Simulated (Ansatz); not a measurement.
Si5H10OF4: single-point calculation

- system: Si5H10OF4
- method: RKS PBE0-D4/def2-TZVPP (Ansatz 0.2.0)

The geometry is a transition state. The reaction was set up to form Si1–O7 and F2–H6 and to break Si1–F2 and H6–O7 (atoms counted from 1 in the order of the input); sticks are drawn by distance alone. The geometry comes from this level: PBE0-D4/def2-TZVP.

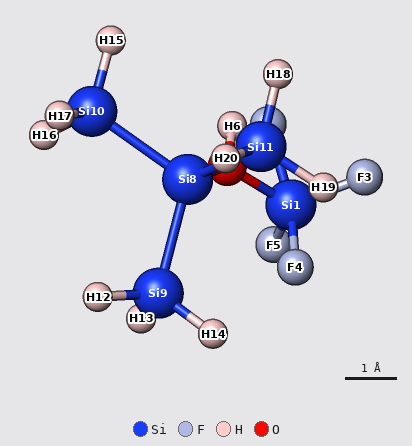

**Figure 1.** The structure as given in the input (ball-and-stick view, seen at a tilt; atoms are numbered from 1 in the order of the input). Bond lengths as drawn: F–Si 1.58 to 1.89 Å, H–O 1.17 Å, H–Si 1.48 to 1.49 Å, O–Si 1.72 Å and Si–Si 2.34 Å.

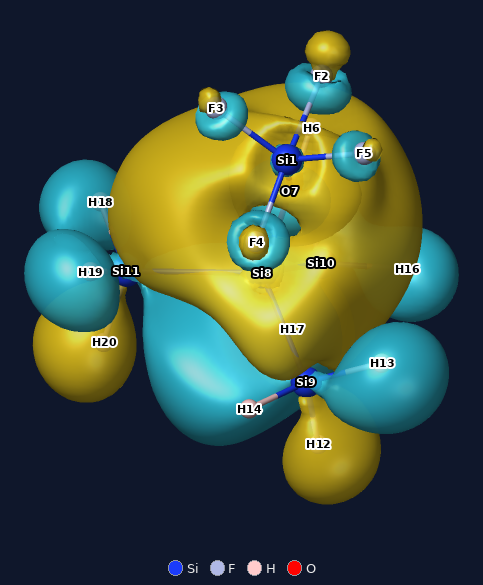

**Figure 2.** The LUMO at ±0.04 Å⁻³ᐟ² (yellow and cyan are the two phases), seen at an oblique angle. It lies mainly on Si8 (35 %), Si11 (15 %), Si10 (10 %) and Si9 (10 %). Its energy is −1.62 eV.

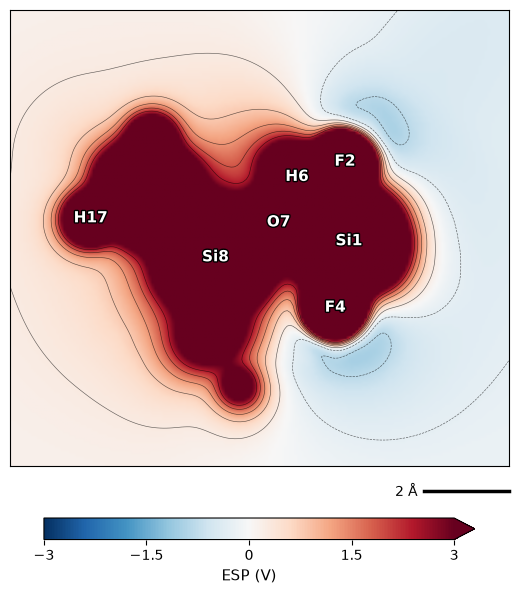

**Figure 3.** Molecular electrostatic potential on the plane of atoms F2, Si1 and F4.

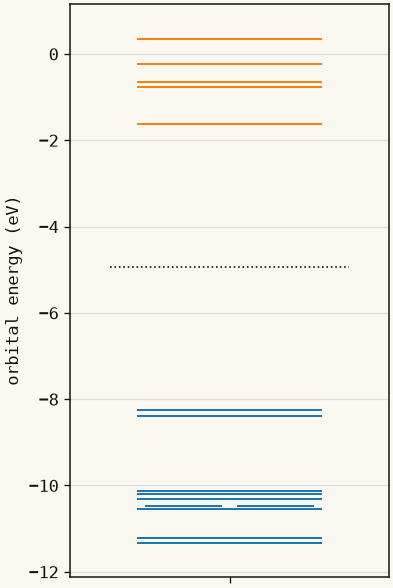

**Figure 4.** Orbital energies near the frontier; the dotted line parts filled from empty levels, and levels within 0.02 eV of each other stand side by side. Highest filled −8.24 eV, lowest empty −1.62 eV, 6.62 eV apart.

The input and output of the run follow.

Input
```yaml
crystal:
  periodic: [false, false, false]
  atoms:
    - {symbol: Si, position_ang: [-1.556902, 1.752676, -1.160201]}
    - {symbol: F, position_ang: [-1.120306, 3.154025, 0.030119]}
    - {symbol: F, position_ang: [-0.946624, 2.611907, -2.331887]}
    - {symbol: F, position_ang: [-1.685497, 0.340905, -1.925649]}
    - {symbol: F, position_ang: [-3.075297, 1.979177, -0.806858]}
    - {symbol: H, position_ang: [-0.521074, 2.212256, 0.436193]}
    - {symbol: O, position_ang: [-0.491673, 1.117961, 0.037093]}
    - {symbol: Si, position_ang: [0.346217, -0.367268, 0.288276]}
    - {symbol: Si, position_ang: [-1.163023, -2.135875, -0.016531]}
    - {symbol: Si, position_ang: [1.105306, -0.287812, 2.501787]}
    - {symbol: Si, position_ang: [2.135048, -0.465850, -1.220704]}
    - {symbol: H, position_ang: [-0.685219, -3.261052, 0.834279]}
    - {symbol: H, position_ang: [-2.507107, -1.706576, 0.448399]}
    - {symbol: H, position_ang: [-1.210338, -2.578658, -1.430635]}
    - {symbol: H, position_ang: [1.915445, 0.939307, 2.726521]}
    - {symbol: H, position_ang: [-0.037485, -0.301882, 3.452452]}
    - {symbol: H, position_ang: [1.952973, -1.488794, 2.723828]}
    - {symbol: H, position_ang: [3.079187, 0.659516, -0.987853]}
    - {symbol: H, position_ang: [1.628888, -0.418172, -2.616113]}
    - {symbol: H, position_ang: [2.837581, -1.755691, -0.982516]}
basis:
  gaussian: {orbitals: def2-TZVPP}
hamiltonian: {xc: pbe0, dispersion: d4}
output: {orbitals: {seedname: orbitals}}
```

Run as:
```bash
ansatz run in.yaml --threads 4 --pin off --events-out ev --progress --plain --max-ram 66560MiB --backend cuda --devices 0, --max-vram 37GiB
```

Output
```
Functional definition: PBE0
  name "PBE0"
  cite "Adamo & Barone, J. Chem. Phys. 110, 6158 (1999) doi:10.1063/1.478522"
  cite "Perdew, Burke & Ernzerhof, Phys. Rev. Lett. 77, 3865 (1996) doi:10.1103/PhysRevLett.77.3865"
  parent pbe
  parameter a = 0.25
  parameter kappa = 0.804
  parameter beta = 0.06672455060314922
  exchange = (1 - a)*pbe_x(kappa = kappa, mu = beta*pi^2/3) + a*exact_x
  correlation = pbe_c(beta = beta)
2820 factors; their error is unknown
mean field evaluation 1: about -52443.8081 eV, gradient 7.1e1 eV
mean field evaluation 2: about -52437.9849 eV, gradient 9.6e1 eV
mean field evaluation 4: about -52450.8285 eV, gradient 4.9e0 eV
mean field evaluation 8: about -52450.8605 eV, gradient 5.4e-2 eV
mean field evaluation 16: about -52450.9845 eV, gradient 1.4e-4 eV
mean field -52450.98452397 eV, -1927.5381287017 hartree, gradient 2.2e-5 eV, S^2 0.000000; 0 other end points of the search recorded, 0 dependent functions left out
reference -52450.98457253 eV, -1927.5381304862 hartree; 62, 62 occupied and 443, 443 virtual orbitals, 2820 factors
Total energy: -52451.57136678 eV, -1927.5596947771 hartree
```

Summary

- outcome: converged
- total energy: −52451.5714 eV
- mean-field energy: −52450.9846 eV
- dispersion energy: −0.5868 eV
- SCF solution under orbital rotations: stable
- HOMO: −8.24 eV
- LUMO: −1.62 eV
- hardware: 4 CPU threads, shared host
- wall time: 3.7 s (CPU time 5.4 s)
- peak memory: 1.1 GiB
